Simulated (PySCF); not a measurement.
**[Pb(CN)]+: other functionals and bases at one geometry**

Aim: see how levels, charges and forces of [Pb(CN)]+ depend on the level of theory. It is a constructed species; whether it can be made isn't addressed.

Method: several levels, as the steps say, no spin–orbit coupling; program: PySCF 2.14.0.

2 further runs of the same task are left out: 1 for a known fault of the program, 1 that didn't finish.

## Step 1: Starting geometry

3 atoms, charge 1, spin multiplicity 1.

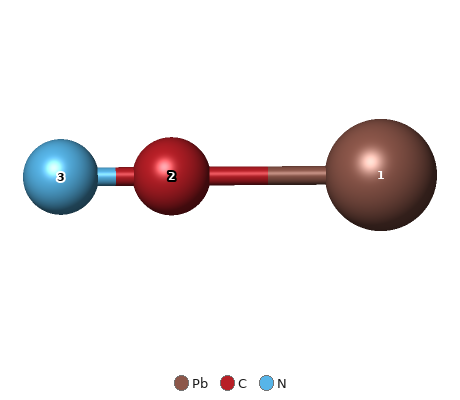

The structure; lead brown, carbon red, nitrogen blue; atoms are numbered from 1 in the order of the file.

Coordinates:

```xyz
3
charge 1, multiplicity 1
Pb    0.0000    0.0000   -0.2216
C     0.0000    0.0000    2.0177
N     0.0000    0.0000    3.2012
```

Formal oxidation states: Pb +2. An earlier session relaxed this geometry at BP86, Pb def2-SVP with ECP60, C def2-SVP, N def2-SVP (singlet, point group C∞v).

At BP86 on the finer grid: E = -285.491811 Eh, HOMO -13.05 eV, LUMO -10.38 eV, Mulliken charge on Pb1 +1.20 e, largest force component 0.005 eV/Å. 

Levels to run: B3LYP; PBE0; r2SCAN; TPSSh; BP86, TZVP; BP86, x2c-SVP. Hardware: 2 threads of Arm Neoverse V2, shared host.

## Step 2: B3LYP

Input file run.py (the lines that set the calculation):

```python
mol = gto.M(atom='''
Pb     0.00000     0.00000    -0.22158
C      0.00000     0.00000     2.01769
N      0.00000     0.00000     3.20116''',
    basis={'Pb': 'def2-SVP', 'C': 'def2-SVP', 'N': 'def2-SVP'},
    ecp={'Pb': 'def2-SVP'},
    charge=1, spin=0)
mf = dft.RKS(mol, xc='B3LYP')
mf.grids.atom_grid = (75, 302)
mf = mf.density_fit()  # fitting sets: Pb def2-universal-JKFIT, C def2-universal-JKFIT, N def2-universal-JKFIT
mf.conv_tol = 1e-08; mf.max_cycle = 55
mf.kernel(dm0)  # dm0: the density of the relaxed state
```

Launch:

```sh
> OMP_NUM_THREADS=2 python run.py
```

Standard output:

```text
init E= -285.40789394013
  HOMO = -0.526579406912503  LUMO = -0.357722583567742  gap/eV = 4.59483
cycle= 1 E= -285.40885531471  delta_E= -0.000961  |g|= 0.0377  |ddm|= 0.207
  HOMO = -0.511390344276725  LUMO = -0.364021864498112  gap/eV = 4.01010
cycle= 2 E= -285.406073520933  delta_E= 0.00278  |g|= 0.109  |ddm|= 0.124
  HOMO = -0.521537947001405  LUMO = -0.361951437278844  gap/eV = 4.34257
cycle= 3 E= -285.409301188833  delta_E= -0.00323  |g|= 0.0118  |ddm|= 0.0796
  HOMO = -0.522979508967047  LUMO = -0.36161822572194  gap/eV = 4.39086
cycle= 4 E= -285.409346908727  delta_E= -4.57e-05  |g|= 0.00254  |ddm|= 0.015
  HOMO = -0.523001575835564  LUMO = -0.361517659257967  gap/eV = 4.39420
cycle= 5 E= -285.409348530668  delta_E= -1.62e-06  |g|= 0.000184  |ddm|= 0.00246
  HOMO = -0.523008292754534  LUMO = -0.361527112541839  gap/eV = 4.39413
cycle= 6 E= -285.409348540052  delta_E= -9.38e-09  |g|= 4.54e-05  |ddm|= 0.000244
  HOMO = -0.522985325072033  LUMO = -0.361533179003617  gap/eV = 4.39334
Extra cycle  E= -285.409348537345  delta_E= 2.71e-09  |g|= 0.000109  |ddm|= 0.000163
converged SCF energy = -285.409348537345
```

Wall time 0.8 s (2 threads of Arm Neoverse V2, shared host).

Read off: E = -285.409349 Eh, HOMO -14.23 eV, LUMO -9.84 eV, Mulliken charge on Pb1 +1.23 e, largest force component 1.601 eV/Å. 

## Step 3: PBE0

run.py (the lines that set the calculation): that of step 2 with these lines changed.

```diff
@@ -7,3 +7,3 @@
     charge=1, spin=0)
-mf = dft.RKS(mol, xc='B3LYP')
+mf = dft.RKS(mol, xc='PBE0')
 mf.grids.atom_grid = (75, 302)
```

Launch:

```sh
> OMP_NUM_THREADS=2 python run.py
```

Standard output:

```text
init E= -285.225899078711
  HOMO = -0.534468349810094  LUMO = -0.347307374545535  gap/eV = 5.09291
cycle= 1 E= -285.228318546958  delta_E= -0.00242  |g|= 0.025  |ddm|= 0.227
  HOMO = -0.525287481341918  LUMO = -0.352486304278351  gap/eV = 4.70216
cycle= 2 E= -285.227601618136  delta_E= 0.000717  |g|= 0.0592  |ddm|= 0.0762
  HOMO = -0.531066134196379  LUMO = -0.351159563328064  gap/eV = 4.89551
cycle= 3 E= -285.228524262888  delta_E= -0.000923  |g|= 0.00804  |ddm|= 0.0438
  HOMO = -0.532141470609539  LUMO = -0.350822858821024  gap/eV = 4.93393
cycle= 4 E= -285.228540112156  delta_E= -1.58e-05  |g|= 0.00342  |ddm|= 0.0116
  HOMO = -0.531821764426589  LUMO = -0.350775755788182  gap/eV = 4.92651
cycle= 5 E= -285.22854348888  delta_E= -3.38e-06  |g|= 0.000292  |ddm|= 0.00388
  HOMO = -0.531829074360194  LUMO = -0.350781022746517  gap/eV = 4.92657
cycle= 6 E= -285.228543512132  delta_E= -2.33e-08  |g|= 8.15e-05  |ddm|= 0.000398
  HOMO = -0.531814559301689  LUMO = -0.350787387379554  gap/eV = 4.92600
cycle= 7 E= -285.22854351449  delta_E= -2.36e-09  |g|= 3.95e-06  |ddm|= 0.000118
  HOMO = -0.531814292314743  LUMO = -0.350787087918083  gap/eV = 4.92600
Extra cycle  E= -285.228543514495  delta_E= -4.26e-12  |g|= 3.84e-06  |ddm|= 1.01e-05
converged SCF energy = -285.228543514495
```

It took 0.8 s on 2 threads of Arm Neoverse V2, shared host.

Read off: E = -285.228544 Eh, HOMO -14.47 eV, LUMO -9.55 eV, Mulliken charge on Pb1 +1.27 e, largest force component 1.920 eV/Å. 

## Step 4: r2SCAN

run.py (the lines that set the calculation): that of step 3 with these lines changed.

```diff
@@ -7,3 +7,3 @@
     charge=1, spin=0)
-mf = dft.RKS(mol, xc='PBE0')
+mf = dft.RKS(mol, xc='R2SCAN')
 mf.grids.atom_grid = (75, 302)
```

Launch:

```sh
> OMP_NUM_THREADS=2 python run.py
```

Standard output:

```text
init E= -285.372241283416
  HOMO = -0.490778185531876  LUMO = -0.369276675606229  gap/eV = 3.30622
cycle= 1 E= -285.373100131059  delta_E= -0.000859  |g|= 0.0299  |ddm|= 0.149
  HOMO = -0.480914731483251  LUMO = -0.372377264936104  gap/eV = 2.95345
cycle= 2 E= -285.369565011621  delta_E= 0.00354  |g|= 0.12  |ddm|= 0.117
  HOMO = -0.488226714672241  LUMO = -0.370925533544292  gap/eV = 3.19193
cycle= 3 E= -285.373374161068  delta_E= -0.00381  |g|= 0.00631  |ddm|= 0.0811
  HOMO = -0.489029352478537  LUMO = -0.37046754457909  gap/eV = 3.22623
cycle= 4 E= -285.373386668927  delta_E= -1.25e-05  |g|= 0.0028  |ddm|= 0.0106
  HOMO = -0.488685898364343  LUMO = -0.370503818125331  gap/eV = 3.21590
cycle= 5 E= -285.373389462894  delta_E= -2.79e-06  |g|= 0.000203  |ddm|= 0.00388
  HOMO = -0.488728914703688  LUMO = -0.370496338937139  gap/eV = 3.21727
cycle= 6 E= -285.373389480065  delta_E= -1.72e-08  |g|= 6.5e-05  |ddm|= 0.000457
  HOMO = -0.488718163811104  LUMO = -0.370495325414053  gap/eV = 3.21701
cycle= 7 E= -285.373389481697  delta_E= -1.63e-09  |g|= 8.39e-06  |ddm|= 8.82e-05
  HOMO = -0.488715135117161  LUMO = -0.370496872457631  gap/eV = 3.21688
Extra cycle  E= -285.37338948148  delta_E= 2.17e-10  |g|= 2.89e-05  |ddm|= 3.73e-05
converged SCF energy = -285.37338948148
```

It took 1.2 s on 2 threads of Arm Neoverse V2, shared host.

Read off: E = -285.373389 Eh, HOMO -13.30 eV, LUMO -10.08 eV, Mulliken charge on Pb1 +1.26 e, largest force component 1.168 eV/Å. 

## Step 5: TPSSh

run.py (the lines that set the calculation): that of step 4 with these lines changed.

```diff
@@ -7,3 +7,3 @@
     charge=1, spin=0)
-mf = dft.RKS(mol, xc='R2SCAN')
+mf = dft.RKS(mol, xc='TPSSH')
 mf.grids.atom_grid = (75, 302)
```

Launch:

```sh
> OMP_NUM_THREADS=2 python run.py
```

Standard output:

```text
init E= -285.286537570693
  HOMO = -0.505541237416748  LUMO = -0.359402058592725  gap/eV = 3.97665
cycle= 1 E= -285.287336636168  delta_E= -0.000799  |g|= 0.0324  |ddm|= 0.181
  HOMO = -0.490715948319724  LUMO = -0.364435335508228  gap/eV = 3.43627
cycle= 2 E= -285.284644014162  delta_E= 0.00269  |g|= 0.102  |ddm|= 0.133
  HOMO = -0.500123300534549  LUMO = -0.36246725689634  gap/eV = 3.74581
cycle= 3 E= -285.28768387482  delta_E= -0.00304  |g|= 0.0149  |ddm|= 0.0828
  HOMO = -0.501263844258995  LUMO = -0.362086018270339  gap/eV = 3.78722
cycle= 4 E= -285.287752284524  delta_E= -6.84e-05  |g|= 0.00248  |ddm|= 0.0174
  HOMO = -0.501285898633189  LUMO = -0.361881530752281  gap/eV = 3.79339
cycle= 5 E= -285.287753952101  delta_E= -1.67e-06  |g|= 0.000232  |ddm|= 0.00289
  HOMO = -0.501326367819405  LUMO = -0.361901226974109  gap/eV = 3.79395
cycle= 6 E= -285.287753965309  delta_E= -1.32e-08  |g|= 6.88e-05  |ddm|= 0.000444
  HOMO = -0.501317663206254  LUMO = -0.361903387273723  gap/eV = 3.79366
cycle= 7 E= -285.287753966834  delta_E= -1.53e-09  |g|= 5.33e-06  |ddm|= 6.67e-05
  HOMO = -0.50131568864016  LUMO = -0.361904194291413  gap/eV = 3.79358
Extra cycle  E= -285.287753966764  delta_E= 7.01e-11  |g|= 1.71e-05  |ddm|= 1.99e-05
converged SCF energy = -285.287753966764
```

Wall time 1.2 s (2 threads of Arm Neoverse V2, shared host).

Read off: E = -285.287754 Eh, HOMO -13.64 eV, LUMO -9.85 eV, Mulliken charge on Pb1 +1.26 e, largest force component 1.138 eV/Å. 

## Step 6: BP86, TZVP

Basis: Pb def2-TZVP with ECP60, C def2-TZVP, N def2-TZVP. 

Input file run.py (the lines that set the calculation):

```python
mol = gto.M(atom='''
Pb     0.00000     0.00000    -0.22158
C      0.00000     0.00000     2.01769
N      0.00000     0.00000     3.20116''',
    basis={'Pb': 'def2-TZVP', 'C': 'def2-TZVP', 'N': 'def2-TZVP'},
    ecp={'Pb': 'def2-TZVP'},
    charge=1, spin=0)
mf = dft.RKS(mol, xc='B88,P86')
mf.grids.atom_grid = (75, 302)
mf = mf.density_fit()  # fitting sets: Pb def2-universal-JKFIT, C def2-universal-JKFIT, N def2-universal-JKFIT
mf.conv_tol = 1e-08; mf.max_cycle = 55
mf.kernel(dm0)  # dm0: free metal ions and neutral atoms
```

Launch:

```sh
> OMP_NUM_THREADS=2 python run.py
```

Standard output:

```text
init E= -289.223466641972
  HOMO = -0.264744120796092  LUMO = -0.241205365117639  gap/eV = 0.64052
cycle= 1 E= -277.154300548216  delta_E= 12.1  |g|= 3.32  |ddm|= 4.98
cycle= 2 E= -203.761503957445  delta_E= 73.4  |g|= 11.9  |ddm|= 12.5
  HOMO = -0.624999382150757  LUMO = -0.610954193448365  gap/eV = 0.38219
cycle= 3 E= -247.913071998058  delta_E= -44.2  |g|= 9.86  |ddm|= 9.06
cycle= 4 E= -267.521666617952  delta_E= -19.6  |g|= 8.06  |ddm|= 5.56
cycle= 5 E= -271.629628637477  delta_E= -4.11  |g|= 5.98  |ddm|= 3.27
cycle= 6 E= -281.02716006761  delta_E= -9.4  |g|= 3.37  |ddm|= 2.76
  HOMO = -0.520322419805547  LUMO = -0.502891760855059  gap/eV = 0.47431
cycle= 7 E= -282.640573057504  delta_E= -1.61  |g|= 2.31  |ddm|= 2.32
  HOMO = -0.50763925089737  LUMO = -0.331587179498844  gap/eV = 4.79062
cycle= 8 E= -285.416819353519  delta_E= -2.78  |g|= 0.852  |ddm|= 4.08
  HOMO = -0.463061248058011  LUMO = -0.381414814982743  gap/eV = 2.22171
cycle= 9 E= -285.192437050439  delta_E= 0.224  |g|= 1.37  |ddm|= 1.17
  HOMO = -0.490714888462899  LUMO = -0.368929784694015  gap/eV = 3.31394
cycle= 10 E= -285.574350585028  delta_E= -0.382  |g|= 0.36  |ddm|= 0.913
  HOMO = -0.491193224509773  LUMO = -0.380261051342961  gap/eV = 3.01862
cycle= 11 E= -285.603331613397  delta_E= -0.029  |g|= 0.103  |ddm|= 0.181
  HOMO = -0.477519711889535  LUMO = -0.384047332692542  gap/eV = 2.54351
cycle= 12 E= -285.605082601367  delta_E= -0.00175  |g|= 0.0531  |ddm|= 0.14
  HOMO = -0.482704533345602  LUMO = -0.382894980238474  gap/eV = 2.71596
cycle= 13 E= -285.606153115169  delta_E= -0.00107  |g|= 0.0048  |ddm|= 0.0556
  HOMO = -0.482665748029947  LUMO = -0.382640720853969  gap/eV = 2.72182
cycle= 14 E= -285.606157363903  delta_E= -4.25e-06  |g|= 0.00167  |ddm|= 0.00441
  HOMO = -0.482596178232108  LUMO = -0.38273019706936  gap/eV = 2.71749
cycle= 15 E= -285.606158135361  delta_E= -7.71e-07  |g|= 0.000342  |ddm|= 0.00171
  HOMO = -0.482556931453175  LUMO = -0.382736509276802  gap/eV = 2.71625
cycle= 16 E= -285.606158170076  delta_E= -3.47e-08  |g|= 4.65e-05  |ddm|= 0.000327
  HOMO = -0.482563224677319  LUMO = -0.38273788667294  gap/eV = 2.71639
cycle= 17 E= -285.606158170655  delta_E= -5.79e-10  |g|= 1.09e-05  |ddm|= 4.56e-05
  HOMO = -0.482567338988014  LUMO = -0.382736396694665  gap/eV = 2.71654
Extra cycle  E= -285.606158170014  delta_E= 6.41e-10  |g|= 4.99e-05  |ddm|= 4.5e-05
converged SCF energy = -285.606158170014
```

It took 4.5 s on 2 threads of Arm Neoverse V2, shared host.

Result: E = -285.606158 Eh, HOMO -13.13 eV, LUMO -10.41 eV, Mulliken charge on Pb1 +1.22 e, largest force component 0.885 eV/Å. 

## Step 7: BP86, x2c-SVP

Basis: Pb x2c-SVPall, C x2c-SVPall, N x2c-SVPall. All electrons are treated, with the spin-free X2C Hamiltonian.

Input file run.py (the lines that set the calculation):

```python
mol = gto.M(atom='''
Pb     0.00000     0.00000    -0.22158
C      0.00000     0.00000     2.01769
N      0.00000     0.00000     3.20116''',
    basis={'Pb': 'x2c-SVPall', 'C': 'x2c-SVPall', 'N': 'x2c-SVPall'},
    nucmod='G',
    charge=1, spin=0)
mf = dft.RKS(mol, xc='B88,P86')
mf.grids.atom_grid = (99, 590)
mf = mf.density_fit()  # fitting sets: Pb AutoAux, C AutoAux, N AutoAux
mf = mf.sfx2c1e()
mf.conv_tol = 1e-08; mf.max_cycle = 55
mf.kernel(dm0)  # dm0: free metal ions and neutral atoms
```

Launch:

```sh
> OMP_NUM_THREADS=2 python run.py
```

Standard output:

```text
init E= -20983.3609569646
  HOMO = -0.255777388669798  LUMO = -0.233008415702479  gap/eV = 0.61958
cycle= 1 E= -20971.2282261531  delta_E= 12.1  |g|= 3.17  |ddm|= 5.45
cycle= 2 E= -20899.2202666257  delta_E=   72  |g|=  9.4  |ddm|= 23.1
cycle= 3 E= -20966.1333814795  delta_E= -66.9  |g|= 5.08  |ddm|= 20.6
cycle= 4 E= -20975.8681719909  delta_E= -9.73  |g|= 2.83  |ddm|=  4.1
  HOMO = -0.550217950004205  LUMO = -0.413956637212162  gap/eV = 3.70786
cycle= 5 E= -20979.391103419  delta_E= -3.52  |g|= 1.01  |ddm|= 4.83
  HOMO = -0.457690454473605  LUMO = -0.319683459150558  gap/eV = 3.75536
cycle= 6 E= -20979.0383411726  delta_E= 0.353  |g|= 1.64  |ddm|= 1.96
  HOMO = -0.506542292751023  LUMO = -0.348088980719862  gap/eV = 4.31173
cycle= 7 E= -20979.635739856  delta_E= -0.597  |g|= 0.476  |ddm|= 0.937
  HOMO = -0.499444419033104  LUMO = -0.376820893927619  gap/eV = 3.33676
cycle= 8 E= -20979.6881354119  delta_E= -0.0524  |g|= 0.271  |ddm|= 0.528
  HOMO = -0.461153305806118  LUMO = -0.385613912097365  gap/eV = 2.05553
cycle= 9 E= -20979.6902681223  delta_E= -0.00213  |g|= 0.198  |ddm|= 0.433
  HOMO = -0.475898587106041  LUMO = -0.382474188097961  gap/eV = 2.54221
cycle= 10 E= -20979.7058507272  delta_E= -0.0156  |g|= 0.0305  |ddm|= 0.219
  HOMO = -0.480107075718382  LUMO = -0.382303106473037  gap/eV = 2.66138
cycle= 11 E= -20979.7061610129  delta_E= -0.00031  |g|= 0.00804  |ddm|= 0.0371
  HOMO = -0.479781850240484  LUMO = -0.381963839589988  gap/eV = 2.66176
cycle= 12 E= -20979.7061746529  delta_E= -1.36e-05  |g|= 0.000602  |ddm|= 0.00775
  HOMO = -0.479709557834751  LUMO = -0.38197104197484  gap/eV = 2.65960
cycle= 13 E= -20979.7061748484  delta_E= -1.95e-07  |g|= 0.000163  |ddm|= 0.000856
  HOMO = -0.479714244845522  LUMO = -0.381972500428343  gap/eV = 2.65969
cycle= 14 E= -20979.7061748547  delta_E= -6.33e-09  |g|= 1.1e-05  |ddm|= 0.000128
  HOMO = -0.479718207568106  LUMO = -0.381971061885274  gap/eV = 2.65984
Extra cycle  E= -20979.7061748544  delta_E= 3.64e-10  |g|= 3.81e-05  |ddm|= 4.73e-05
converged SCF energy = -20979.7061748544
```

It took 11 s on 2 threads of Arm Neoverse V2, shared host.

Read off: E = -20979.706175 Eh, HOMO -13.05 eV, LUMO -10.39 eV, Mulliken charge on Pb1 +1.25 e, largest force component 0.312 eV/Å. 

## Step 8: All levels side by side

| level | state | HOMO (eV) | gap (eV) | charge on Pb1 (e) | dipole (D) | largest force (eV/Å) | basis functions | time |
| --- | --- | --- | --- | --- | --- | --- | --- | --- |
| BP86 (relaxed here) | singlet | -13.05 | 2.67 | 1.20 | 3.75 | 0.00 | 54 | 1.8 s |
| B3LYP | singlet | -14.23 | 4.39 | 1.23 | 4.11 | 1.60 | 54 | 0.8 s |
| PBE0 | singlet | -14.47 | 4.93 | 1.27 | 4.27 | 1.92 | 54 | 0.8 s |
| r2SCAN | singlet | -13.30 | 3.22 | 1.26 | 4.08 | 1.17 | 54 | 1.2 s |
| TPSSh | singlet | -13.64 | 3.79 | 1.26 | 4.10 | 1.14 | 54 | 1.2 s |
| BP86, TZVP | singlet | -13.13 | 2.72 | 1.22 | 3.93 | 0.88 | 112 | 4.5 s |
| BP86, x2c-SVP | singlet | -13.05 | 2.66 | 1.25 | 3.77 | 0.31 | 90 | 11 s |

Times are on 2 threads of Arm Neoverse V2, shared host; the first row also made further properties. The dipole of a charged species depends on the origin, so these sizes hold for this origin alone.

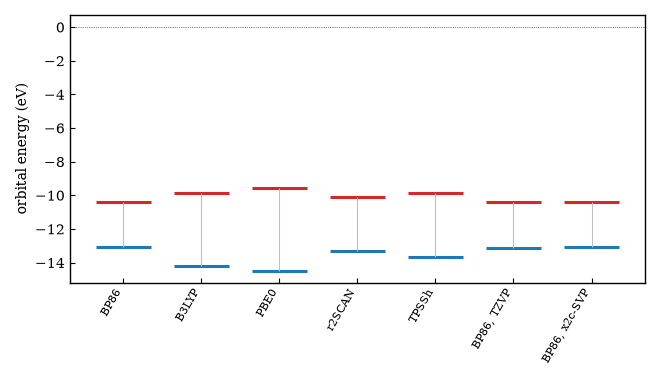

Highest filled and lowest empty level, method by method.

In one basis the HOMO–LUMO gap runs from 2.67 eV (BP86) to 4.93 eV (PBE0). The largest leftover force, 1.92 eV/Å with PBE0, stands at a geometry relaxed at another level. The Mulliken charge on Pb spans +1.20 to +1.27 e over the levels. Total energies of different levels can't be compared. Spin–orbit coupling is left out throughout.
